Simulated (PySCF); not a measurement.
# fluorobenzene (C6H5F): NMR shifts at several levels of theory, part 2 of 2

PySCF 2.14.0. Atoms count from 0.

## Step 8: NMR shieldings: PBE0/aug-cc-pVDZ

The job: settings as JSON, then the geometry in Å.

```
{"job": {"kind": "nmr", "xc": "PBE0", "basis": "aug-cc-pVDZ", "pop": true}, "charge": 0, "multiplicity": 1}
F     -2.257719    -1.311525    -0.133284
C     -1.145644    -0.576571    -0.136310
C      0.087184    -1.218582    -0.153522
C      1.246556    -0.444581    -0.156600
C      1.168020     0.948057    -0.142541
C     -0.080484     1.569833    -0.125251
C     -1.248904     0.809603    -0.121989
H      0.121494    -2.309447    -0.164424
H      2.221040    -0.938115    -0.169898
H      2.079937     1.548797    -0.145262
H     -0.149384     2.660112    -0.114072
H     -2.237605     1.271759    -0.108644
```

With the program's defaults for keys left out, this is: GIAO PBE0/aug-cc-pVDZ NMR shielding, non-relativistic, gas phase.

Output:

```text
coarse grid: 10704 points
cycle   1  E = -331.1004260276  dE =  1.188e+00  |g| = 4.538e-01  |ddm| = 2.008e+01
cycle   2  E = -331.0767828581  dE =  2.364e-02  |g| = 5.772e-01  |ddm| = 4.113e+00
cycle   3  E = -331.1434592598  dE = -6.668e-02  |g| = 8.232e-02  |ddm| = 1.741e+00
cycle   4  E = -331.1450450015  dE = -1.586e-03  |g| = 3.617e-02  |ddm| = 3.785e-01
cycle   5  E = -331.1454001074  dE = -3.551e-04  |g| = 7.699e-03  |ddm| = 1.253e-01
cycle   6  E = -331.1454118498  dE = -1.174e-05  |g| = 3.110e-03  |ddm| = 3.877e-02
cycle   7  E = -331.1454141585  dE = -2.309e-06  |g| = 4.109e-04  |ddm| = 7.872e-03
final grid: 105712 points
cycle   8  E = -331.1536206837  dE = -3.352e-05  |g| = 7.647e-03  |ddm| = 4.352e-01
cycle   9  E = -331.1536111396  dE =  9.544e-06  |g| = 1.051e-02  |ddm| = 7.748e-02
cycle  10  E = -331.1536351862  dE = -2.405e-05  |g| = 1.135e-03  |ddm| = 3.198e-02
cycle  11  E = -331.1536354301  dE = -2.439e-07  |g| = 2.319e-04  |ddm| = 5.274e-03
cycle  12  E = -331.1536354405  dE = -1.042e-08  |g| = 6.275e-05  |ddm| = 9.044e-04
cycle  13  E = -331.1536354411  dE = -6.348e-10  |g| = 4.162e-05  |ddm| = 3.026e-04
cycle  14  E = -331.1536354416  dE = -4.893e-10  |g| = 3.041e-06  |ddm| = 1.249e-04
converged SCF energy = -331.1536354416

GIAO shielding tensors (ppm)
atom      isotropic    diamagn.    paramagn.     s11        s22        s33       span
  0 F      304.891     459.210    -154.318    232.702    305.055    376.917    144.215
  1 C       33.605     241.805    -208.199    -49.913     47.933    102.796    152.709
  2 C       80.622     216.525    -135.903     -0.870     65.420    177.315    178.185
  3 C       66.360     221.308    -154.948    -35.458     51.570    182.967    218.425
  4 C       73.039     219.964    -146.924    -29.047     61.312    186.853    215.900
  5 C       66.384     221.464    -155.080    -35.430     51.622    182.959    218.388
  6 C       80.749     216.026    -135.277     -0.561     65.403    177.405    177.966
  7 H       24.147      33.587      -9.440     21.249     23.772     27.421      6.172
  8 H       23.819      35.193     -11.373     20.828     23.636     26.994      6.166
  9 H       24.054      35.904     -11.850     21.134     23.917     27.110      5.976
 10 H       23.817      35.770     -11.953     20.826     23.636     26.988      6.163
 11 H       24.153      34.100      -9.947     21.247     23.796     27.417      6.170
```

It took 21 s on 1 thread of Arm Neoverse V1, shared host; peak memory 0.92 GiB.

In short: δ C1 161.5, C3 128.7, C4 122.1, C2 114.4, H8 7.58, H9 7.34 ppm (means over like atoms).

## Step 9: Shielding tensors: PBE0/IGLO-III

Same as in step 8 but for these lines:

```diff
@@ -1,2 +1,2 @@
-{"job": {"kind": "nmr", "xc": "PBE0", "basis": "aug-cc-pVDZ", "pop": true}, "charge": 0, "multiplicity": 1}
+{"job": {"kind": "nmr", "xc": "PBE0", "basis": "IGLO-III", "pop": true}, "charge": 0, "multiplicity": 1}
 F     -2.257719    -1.311525    -0.133284
```

With the program's defaults for keys left out, this is: GIAO PBE0/IGLO-III NMR shielding, non-relativistic, gas phase.

Output:

```text
coarse grid: 10704 points
cycle   1  E = -331.1944763636  dE =  1.156e+00  |g| = 5.067e-01  |ddm| = 2.484e+00
cycle   2  E = -331.1668288368  dE =  2.765e-02  |g| = 6.501e-01  |ddm| = 5.782e-01
cycle   3  E = -331.2424136460  dE = -7.558e-02  |g| = 8.818e-02  |ddm| = 3.057e-01
cycle   4  E = -331.2438180218  dE = -1.404e-03  |g| = 5.021e-02  |ddm| = 7.472e-02
cycle   5  E = -331.2444871964  dE = -6.692e-04  |g| = 9.158e-03  |ddm| = 2.882e-02
cycle   6  E = -331.2445031131  dE = -1.592e-05  |g| = 3.674e-03  |ddm| = 5.900e-03
cycle   7  E = -331.2445061045  dE = -2.991e-06  |g| = 5.098e-04  |ddm| = 1.802e-03
final grid: 105712 points
cycle   8  E = -331.2436541738  dE = -9.780e-05  |g| = 7.384e-03  |ddm| = 6.472e-02
cycle   9  E = -331.2436470449  dE =  7.129e-06  |g| = 9.617e-03  |ddm| = 8.816e-03
cycle  10  E = -331.2436664382  dE = -1.939e-05  |g| = 1.311e-03  |ddm| = 4.408e-03
cycle  11  E = -331.2436666808  dE = -2.425e-07  |g| = 3.671e-04  |ddm| = 8.988e-04
cycle  12  E = -331.2436667047  dE = -2.390e-08  |g| = 9.045e-05  |ddm| = 2.311e-04
cycle  13  E = -331.2436667059  dE = -1.270e-09  |g| = 5.621e-05  |ddm| = 7.275e-05
cycle  14  E = -331.2436667068  dE = -8.578e-10  |g| = 3.103e-06  |ddm| = 2.906e-05
converged SCF energy = -331.2436667068

GIAO shielding tensors (ppm)
atom      isotropic    diamagn.    paramagn.     s11        s22        s33       span
  0 F      290.291     468.888    -178.597    215.606    290.528    364.737    149.131
  1 C        9.303     252.968    -243.665    -83.398     26.747     84.559    167.957
  2 C       60.434     256.104    -195.670    -28.721     44.881    165.143    193.864
  3 C       45.292     252.926    -207.635    -66.172     30.015    172.031    238.203
  4 C       52.601     253.992    -201.391    -59.044     40.772    176.075    235.119
  5 C       45.318     252.414    -207.096    -66.140     30.069    172.025    238.165
  6 C       60.572     255.699    -195.127    -28.387     44.860    165.243    193.630
  7 H       24.137      30.399      -6.261     21.087     23.864     27.462      6.375
  8 H       23.819      30.196      -6.378     20.632     23.771     27.054      6.422
  9 H       24.066      30.266      -6.200     20.981     24.039     27.179      6.198
 10 H       23.816      29.644      -5.828     20.629     23.771     27.048      6.418
 11 H       24.144      29.876      -5.732     21.086     23.887     27.458      6.372
```

Wall time 34 s (1 thread of Arm Neoverse V1, shared host); peak memory 1 GiB.

This run: δ C1 174.5, C3 138.5, C4 131.2, C2 123.3, H8 7.56, H9 7.31 ppm (means over like atoms).

## Step 10: Nuclear shieldings: PBE0/pcSseg-0

Same as in step 9 but for these lines:

```diff
@@ -1,2 +1,2 @@
-{"job": {"kind": "nmr", "xc": "PBE0", "basis": "IGLO-III", "pop": true}, "charge": 0, "multiplicity": 1}
+{"job": {"kind": "nmr", "xc": "PBE0", "basis": "pcSseg-0", "pop": true}, "charge": 0, "multiplicity": 1}
 F     -2.257719    -1.311525    -0.133284
```

Method: GIAO PBE0/pcSseg-0 NMR shielding, non-relativistic, gas phase.

Output:

```text
coarse grid: 10704 points
cycle   1  E = -330.3879582418  dE =  1.120e+00  |g| = 4.167e-01  |ddm| = 3.838e+00
cycle   2  E = -330.3641634766  dE =  2.379e-02  |g| = 5.666e-01  |ddm| = 1.004e+00
cycle   3  E = -330.4250384065  dE = -6.087e-02  |g| = 5.288e-02  |ddm| = 5.490e-01
cycle   4  E = -330.4255786366  dE = -5.402e-04  |g| = 3.187e-02  |ddm| = 1.056e-01
cycle   5  E = -330.4258548644  dE = -2.762e-04  |g| = 7.819e-03  |ddm| = 4.373e-02
cycle   6  E = -330.4258708053  dE = -1.594e-05  |g| = 7.361e-04  |ddm| = 9.602e-03
cycle   7  E = -330.4258708595  dE = -5.423e-08  |g| = 5.902e-04  |ddm| = 1.551e-03
final grid: 105712 points
cycle   8  E = -330.3749560552  dE = -1.909e-05  |g| = 3.953e-03  |ddm| = 1.929e-02
cycle   9  E = -330.3749567273  dE = -6.721e-07  |g| = 3.657e-03  |ddm| = 8.213e-03
cycle  10  E = -330.3749601721  dE = -3.445e-06  |g| = 7.794e-04  |ddm| = 4.473e-03
cycle  11  E = -330.3749602970  dE = -1.249e-07  |g| = 8.510e-05  |ddm| = 9.952e-04
cycle  12  E = -330.3749602980  dE = -1.036e-09  |g| = 6.892e-05  |ddm| = 1.928e-04
cycle  13  E = -330.3749602992  dE = -1.191e-09  |g| = 3.454e-06  |ddm| = 7.769e-05
cycle  14  E = -330.3749602992  dE = -2.728e-12  |g| = 1.622e-06  |ddm| = 7.826e-06
converged SCF energy = -330.3749602992

GIAO shielding tensors (ppm)
atom      isotropic    diamagn.    paramagn.     s11        s22        s33       span
  0 F      283.381     467.895    -184.514    184.490    257.714    407.937    223.447
  1 C       13.801     257.759    -243.957    -77.594     25.726     93.271    170.865
  2 C       65.696     258.838    -193.142    -25.664     46.799    175.952    201.616
  3 C       52.778     260.052    -207.274    -56.918     29.975    185.278    242.196
  4 C       59.924     259.974    -200.049    -50.199     40.772    189.200    239.399
  5 C       52.804     260.364    -207.560    -56.884     30.024    185.271    242.155
  6 C       65.828     259.184    -193.357    -25.354     46.771    176.066    201.420
  7 H       25.824      29.400      -3.576     22.887     26.391     28.193      5.307
  8 H       25.398      29.354      -3.956     22.637     26.188     27.368      4.732
  9 H       25.673      29.311      -3.638     23.037     26.670     27.313      4.276
 10 H       25.396      28.955      -3.559     22.636     26.189     27.362      4.726
 11 H       25.831      29.119      -3.288     22.889     26.409     28.194      5.305
```

Wall time 5.1 s (1 thread of Arm Neoverse V1, shared host); peak memory 0.47 GiB.

Key values: δ C1 179.7, C3 140.7, C4 133.6, C2 127.8, H8 7.44, H9 7.16 ppm (means over like atoms).

## Step 11: Nuclear shieldings: PBE0/pcSseg-2

Same as in step 10 but for these lines:

```diff
@@ -1,2 +1,2 @@
-{"job": {"kind": "nmr", "xc": "PBE0", "basis": "pcSseg-0", "pop": true}, "charge": 0, "multiplicity": 1}
+{"job": {"kind": "nmr", "xc": "PBE0", "basis": "pcSseg-2", "pop": true}, "charge": 0, "multiplicity": 1}
 F     -2.257719    -1.311525    -0.133284
```

Level: GIAO PBE0/pcSseg-2 NMR shielding, non-relativistic, gas phase.

Output:

```text
coarse grid: 10704 points
cycle   1  E = -331.1855904305  dE =  1.147e+00  |g| = 5.085e-01  |ddm| = 2.930e+00
cycle   2  E = -331.1590146065  dE =  2.658e-02  |g| = 6.450e-01  |ddm| = 9.221e-01
cycle   3  E = -331.2345444147  dE = -7.553e-02  |g| = 8.942e-02  |ddm| = 4.798e-01
cycle   4  E = -331.2361755025  dE = -1.631e-03  |g| = 4.387e-02  |ddm| = 1.074e-01
cycle   5  E = -331.2366812493  dE = -5.057e-04  |g| = 8.932e-03  |ddm| = 3.800e-02
cycle   6  E = -331.2366959453  dE = -1.470e-05  |g| = 3.766e-03  |ddm| = 8.673e-03
cycle   7  E = -331.2366991035  dE = -3.158e-06  |g| = 4.425e-04  |ddm| = 2.728e-03
final grid: 105712 points
cycle   8  E = -331.2373948963  dE = -9.146e-05  |g| = 7.083e-03  |ddm| = 5.902e-02
cycle   9  E = -331.2373883183  dE =  6.578e-06  |g| = 9.327e-03  |ddm| = 1.214e-02
cycle  10  E = -331.2374070671  dE = -1.875e-05  |g| = 1.208e-03  |ddm| = 6.501e-03
cycle  11  E = -331.2374072891  dE = -2.220e-07  |g| = 3.167e-04  |ddm| = 1.473e-03
cycle  12  E = -331.2374073056  dE = -1.651e-08  |g| = 7.675e-05  |ddm| = 2.881e-04
cycle  13  E = -331.2374073064  dE = -7.816e-10  |g| = 5.237e-05  |ddm| = 8.816e-05
cycle  14  E = -331.2374073072  dE = -7.468e-10  |g| = 2.660e-06  |ddm| = 3.750e-05
converged SCF energy = -331.2374073072

GIAO shielding tensors (ppm)
atom      isotropic    diamagn.    paramagn.     s11        s22        s33       span
  0 F      290.180     467.884    -177.704    214.900    290.693    364.947    150.046
  1 C        8.230     251.009    -242.779    -85.240     25.541     84.389    169.629
  2 C       59.821     255.596    -195.774    -29.957     44.088    165.333    195.290
  3 C       44.311     253.031    -208.720    -67.862     28.579    172.216    240.078
  4 C       51.754     253.678    -201.924    -60.429     39.462    176.228    236.657
  5 C       44.337     252.737    -208.400    -67.829     28.633    172.209    240.038
  6 C       59.959     255.376    -195.416    -29.621     44.067    165.433    195.054
  7 H       24.001      31.081      -7.080     20.954     23.762     27.287      6.333
  8 H       23.659      30.563      -6.904     20.478     23.620     26.879      6.401
  9 H       23.921      30.503      -6.582     20.864     23.916     26.984      6.120
 10 H       23.656      30.016      -6.360     20.476     23.620     26.873      6.397
 11 H       24.007      30.600      -6.593     20.953     23.785     27.283      6.330
```

Wall time 44 s (1 thread of Arm Neoverse V1, shared host); peak memory 1.2 GiB.

Key values: δ C1 175.9, C3 139.8, C4 132.4, C2 124.2, H8 7.59, H9 7.32 ppm (means over like atoms).

## Step 12: Side by side: NMR shifts

Shifts (ppm) of some atoms, chosen among heavy atoms and hydrogens apart, means over like atoms, with basis size and wall time:

```tsv
run	C1	C3	C4	C2	H9	H7	F0	functions	time
PBE0/6-31G*	155.7	124.1	116.9	110.5	7.03	6.81	-104.4	108	8 s
PBE0/6-311+G(2d,p)	168.7	133.5	126.6	119.0	7.32	7.24	-117.4	219	24 s
PBE0/def2-SVP	162.1	128.2	120.9	113.9	6.96	6.90	-90.3	123	9.1 s
PBE0/def2-TZVP	171.2	135.3	128.1	120.1	7.31	7.19	-112.5	247	29 s
PBE0/cc-pVDZ	162.5	129.8	122.5	115.5	7.05	6.90	-98.7	123	9.8 s
PBE0/cc-pVTZ	169.8	134.5	127.3	119.2	7.29	7.15	-108.0	280	33 s
PBE0/aug-cc-pVDZ	161.5	128.7	122.1	114.4	7.34	7.24	-110.7	206	21 s
PBE0/IGLO-III	174.5	138.5	131.2	123.3	7.31	7.23	-115.7	295	34 s
PBE0/pcSseg-0	179.7	140.7	133.6	127.8	7.16	7.00	-105.0	73	5.1 s
PBE0/pcSseg-2	175.9	139.8	132.4	124.2	7.32	7.24	-114.4	322	44 s
```

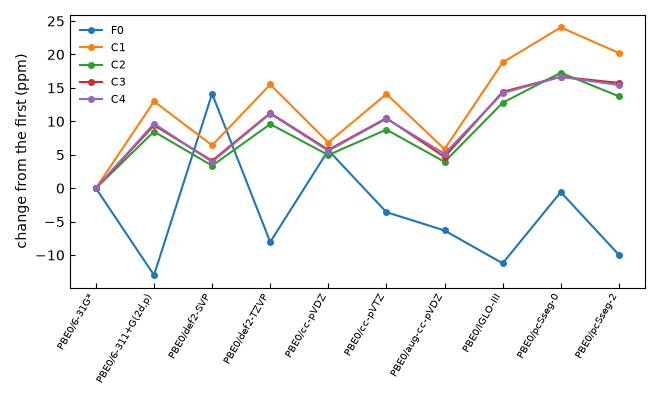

How five of the tabulated atoms move from run to run.

## Step 13: Summary of results

The summary covers parts 1 to 2.

```
                                                             quantity                           value
13C shifts against TMS (PBE0/6-31G*, means over atoms taken as alike)  155.7, 124.1, 116.9, 110.5 ppm
 1H shifts against TMS (PBE0/6-31G*, means over atoms taken as alike)            7.32, 7.03, 6.81 ppm
                               19F shifts against CFCl3 (PBE0/6-31G*)                      -104.4 ppm
                                             range of the shift of F0             -117.4 to -90.3 ppm
```

What this shows: Single values in the summary come from the first run of each kind that ended normally (PBE0/6-31G*), which need not be the best level. NICS(1)zz of -28 ppm above the planar ring from C1 marks a diatropic (aromatic) ring current. In ppm, F0 moves most: its shift spreads over 27.1 ppm, from -117.4 (PBE0/6-311+G(2d,p)) to -90.3 (PBE0/def2-SVP).
